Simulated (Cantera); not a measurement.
Feed: 1 mol TiO2, a varied amount of CH4, 1.3 mol CO, 0.73 mol C, at 1123 K and 17.0 Pa.

Method: chemical equilibrium by Gibbs-energy minimisation in Cantera with the NASA 1993 tables (ideal gas, pure condensed phases). Candidate condensed phases: C, C6H6, C7H8, C8H18, H2O, Ti, TiC, TiO, TiO2, Ti2O3, Ti3O5, Ti4O7; 113 gas species. Mutual solubility and eutectic melting of coexisting phases are not modelled. TiC: taken at fixed stoichiometry. The numbers say what is thermodynamically allowed, not how fast it happens.

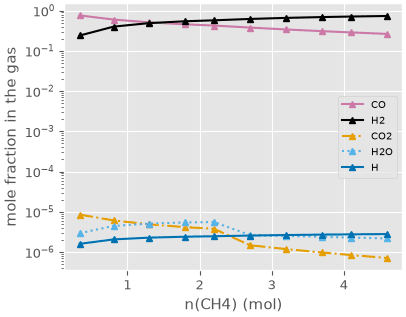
Figure. Equilibrium gas composition (values under 1e-9 drawn at 1e-9)

Read off the mole fractions at 4.1 mol CH4.

H2 about 0.71, CO about 0.29, H about 2.8e-6, H2O about 2.3e-6, CO2 about 8.5e-7.
